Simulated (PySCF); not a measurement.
**One shape, several levels: SnH2F2 (SMILES [F][SnH2][F])**

Wanted: a comparison of 4 runs (B3LYP/def2-SVP, PBE/def2-SVP, PBE0/def2-SVP, SVWN5/def2-SVP) of SnH2F2. 

The calculation is run with PySCF 2.14.0.

2 further runs of the same task are left out: 2 set aside as unsound or not needed.

**1. The molecule**

SnH2F2: 5 atoms, total charge 0, spin state singlet. SMILES: `[F][SnH2][F]`. The Sn2–F3 distance was set to 2.481 Å, away from the relaxed value.

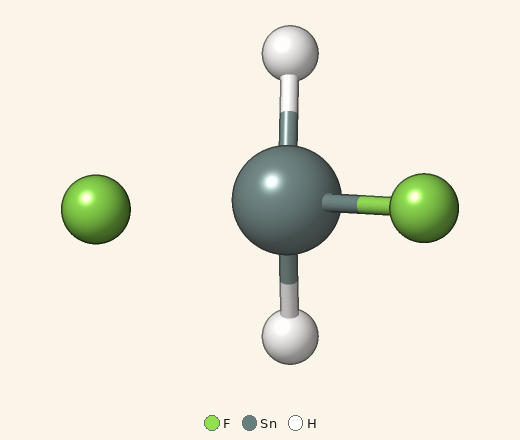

Viewed from a chosen angle; fluorine green, tin teal, hydrogen white.

**2. A single-point energy at B3LYP/def2-SVP (core potential) (run 1)**

Input file job.py:

```python
from pyscf import gto, dft

molecule = gto.Mole()
molecule.atom = '''
F    0.064548  -0.711486   1.929268
Sn   0.536948  -0.428386   0.101668
F   -1.231200   1.110700  -0.712400
H    0.320648  -1.902286  -0.701232
H    1.991248   0.436914   0.092868
'''
molecule.basis = 'def2-svp'
molecule.ecp = {'Sn': 'def2-svp'}
molecule.max_memory = 1860
molecule.verbose = 4
molecule.build()

mf = dft.RKS(molecule)
mf.xc = 'b3lyp'
mf.conv_tol = 1e-10
mf.grids.level = 5
mf.kernel()
if not mf.converged:
    mf = mf.newton().run(mf.mo_coeff, mf.mo_occ)

etot = mf.e_tot
print('E(%s) = %.9f' % ('B3LYP', etot))
```

Run with:

```
$ OMP_NUM_THREADS=1 python job.py
```

Output:

```text
PySCF version 2.14.0

[... 75 lines left out ...]
converged SCF energy = -415.064944962787
E(B3LYP) = -415.064944963
```

Run time: 10 s. Hardware: 1 thread of Arm Neoverse V1, shared host; peak memory 0.33 GiB.

**3. The energy at PBE/def2-SVP (core potential) (run 2)**

Input file calc.py:

```python
from pyscf import gto, dft

mol = gto.M(
    atom='''
F      0.064548    -0.711486     1.929268
Sn     0.536948    -0.428386     0.101668
F     -1.231200     1.110700    -0.712400
H      0.320648    -1.902286    -0.701232
H      1.991248     0.436914     0.092868
''',
    verbose=4,
    max_memory=1860,
    ecp={'Sn': 'def2-svp'},
    basis='def2-svp',
    charge=0,
)

calc0 = dft.RKS(mol, xc='pbe')
calc0.conv_tol = 1e-10
calc0.grids.level = 5
calc0.kernel()
if not calc0.converged:
    calc0 = calc0.newton().run(calc0.mo_coeff, calc0.mo_occ)

etot = calc0.e_tot
print('Final energy', etot)
```

Run with:

```
$ OMP_NUM_THREADS=1 python calc.py
```

Output:

```text
PySCF version 2.14.0

[... 80 lines left out ...]
converged SCF energy = -414.80149818401
Final energy -414.8014981840097
```

Wall time 11 s (1 thread of Arm Neoverse V1, shared host); peak memory 0.33 GiB.

Run 3 isn't shown in full; the table further down has it.

**4. A single-point energy at SVWN5/def2-SVP (core potential) (run 4)**

Input file input.py:

```python
from pyscf import gto, dft

system = gto.Mole()
system.atom = [
    ('F', (0.064548, -0.711486, 1.929268)),
    ('Sn', (0.536948, -0.428386, 0.101668)),
    ('F', (-1.231200, 1.110700, -0.712400)),
    ('H', (0.320648, -1.902286, -0.701232)),
    ('H', (1.991248, 0.436914, 0.092868)),
]
system.verbose = 3
system.basis = 'def2-svp'
system.max_memory = 1860
system.ecp = {'Sn': 'def2-svp'}
system.charge = 0
system.spin = 0
system.build()

mf = dft.RKS(system, xc='svwn')
mf.conv_tol = 1e-10
mf.grids.level = 5
mf.kernel()
if not mf.converged:
    mf = mf.newton().run(mf.mo_coeff, mf.mo_occ)

e_tot = mf.e_tot
print(f'total energy: {e_tot:.8f} hartree')
```

Run with:

```
$ OMP_NUM_THREADS=1 python input.py
```

Output:

```text
converged SCF energy = -413.369748437132
total energy: -413.36974844 hartree
```

Wall time 6.6 s (1 thread of Arm Neoverse V1, shared host); peak memory 0.23 GiB.

**5. The series**

```
run                            level  energy (Eh)  dipole moment (D)  HOMO energy (eV)  LUMO energy (eV)  wall time
  1  B3LYP/def2-SVP (core potential)  -415.064945               4.98             -8.12             -2.96       10 s
  2    PBE/def2-SVP (core potential)  -414.801498               4.60             -6.44             -3.50       11 s
  3   PBE0/def2-SVP (core potential)  -414.801490               5.11             -8.46             -2.69      9.9 s
  4  SVWN5/def2-SVP (core potential)  -413.369748               4.70             -6.61             -3.76      6.6 s
```

**6. Summary of results**

| quantity | value |
| --- | --- |
| run 4: total energy | -413.36975 Eh |
| run 4: dipole moment | 4.70 D |
| run 4: HOMO energy | -6.61 eV |
| run 4: LUMO energy | -3.76 eV |
| run 4: HOMO–LUMO gap | 2.86 eV |

The dipole moment (its size) runs from 4.60 D (PBE/def2-SVP) to 5.11 D (PBE0/def2-SVP). The HOMO–LUMO gap runs from 2.86 eV (SVWN5/def2-SVP) to 5.77 eV (PBE0/def2-SVP). Totals of different functionals can't be ranked against each other. All runs together took 37 s, the longest 11 s.
